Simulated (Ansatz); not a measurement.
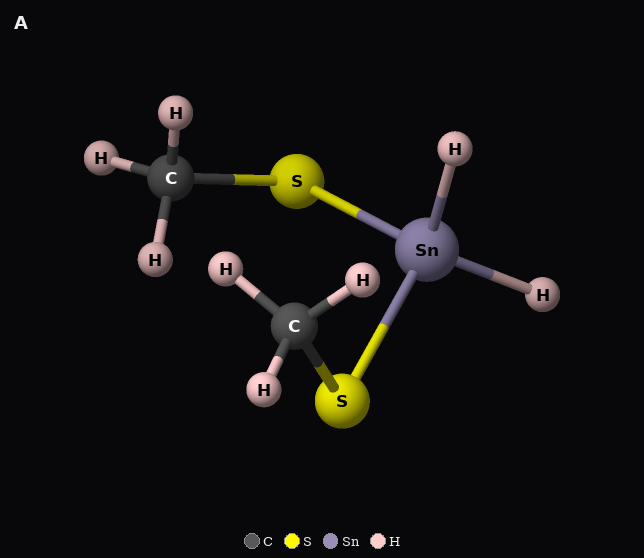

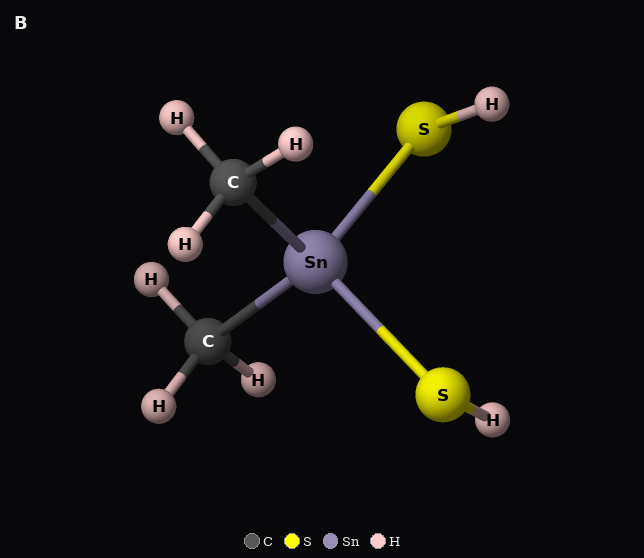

2 stationary structures of one formula. Geometries: PBE0-D4/def2-TZVP. Electronic energies: PBE0-D4/def2-TZVP (Ansatz 0.2.0), without zero-point energy. No frequency run is at hand to confirm each as a minimum. Each is one conformer, not always the lowest.

> Rank them by energy, lowest first.

B is lowest; A lies 22.7 kcal/mol above it. A is `C[S][SnH2][S]C`, B is `[CH3][Sn]([CH3])([SH])[SH]`.

Give E(B) − E(A) in kcal/mol at these levels too: PBE0-D4/def2-TZVPP; PBE-D4/def2-TZVPP; RHF-CCSD(T) (frozen core)/def2-TZVPP; r2SCAN-D4/def2-TZVPP; PBE0-D4/def2-TZVP; ωB97X-V/def2-TZVPP; B2PLYP (frozen core)/def2-TZVPP; CCSD(T)/CBS (MP2 limit from def2-TZVPP and def2-QZVPP plus CCSD(T) − MP2).

```
                                                                    level  E(B) − E(A) (kcal/mol)
                                                       PBE0-D4/def2-TZVPP                   −23.2
                                                        PBE-D4/def2-TZVPP                   −22.6
                                     RHF-CCSD(T) (frozen core)/def2-TZVPP                   −26.5
                                                     r2SCAN-D4/def2-TZVPP                   −24.3
                                                        PBE0-D4/def2-TZVP                   −22.7
                                                       ωB97X-V/def2-TZVPP                   −23.5
                                          B2PLYP (frozen core)/def2-TZVPP                   −25.4
CCSD(T)/CBS (MP2 limit from def2-TZVPP and def2-QZVPP plus CCSD(T) − MP2)                   −26.4
```
